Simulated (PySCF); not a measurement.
Input

```
{"job": {"kind": "epr"}, "charge": 0, "multiplicity": 3}
C     -0.109590     0.252433     0.538847
O      0.734213    -0.767560     0.548409
Si     0.278854    -2.314222     1.116863
O     -0.674570     0.719341    -0.601007
Si    -0.269153     2.199726    -1.191910
F     -0.640875     3.353546    -0.161189
F      1.287363     2.301353    -1.505365
F     -1.094407     2.413594    -2.532519
H     -0.957148    -2.752025     0.410348
H      1.434442    -3.192217     0.803521
H      0.043709    -2.242235     2.584716
```

Launched as:

```sh
OMP_NUM_THREADS=1 python cluster_run.py task.json out
```

Geometry: PBE0-D3(BJ)/def2-SVP.

Computed with PySCF, UKS B3LYP, IGLO-III on C F O Si, pcH-1 on H, non-relativistic, mean-field spin-orbit, GIAO.

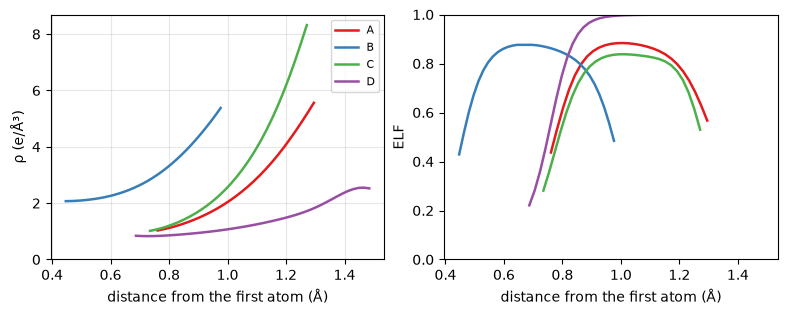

CH3F3O2Si2 (SMILES F[Si](F)(F)O[C]O[SiH3]) (triplet). Total electron density and electron localisation function along straight lines between neighbouring atoms. The curves leave out the atomic cores.

Question: Which curve belongs to which contact (C–O, Si–F, Si–H and Si–O)? The first atom named is at distance zero.

Answer: Curve A: Si–O (1.64 Å): ρ at the midpoint is about 1.2 e/Å³; the ELF peaks at about 0.90 between the atoms, as expected for a shared but strongly polarised pair. Curve B: C–O (1.32 Å): ρ is about 2.5 e/Å³ halfway; the ELF peaks at about 0.90 between the atoms: a shared but strongly polarised pair. Curve C: Si–F (1.59 Å): ρ is about 1.2 e/Å³ halfway; the ELF peaks at about 0.85 in the valence shell of F, 0.6 Å from its nucleus, and is about 0.55 at the midpoint. Curve D: Si–H (1.48 Å): the density is about 0.83 e/Å³ at the midpoint; the ELF climbs to about 1 towards the hydrogen, as it does in any bond to H.
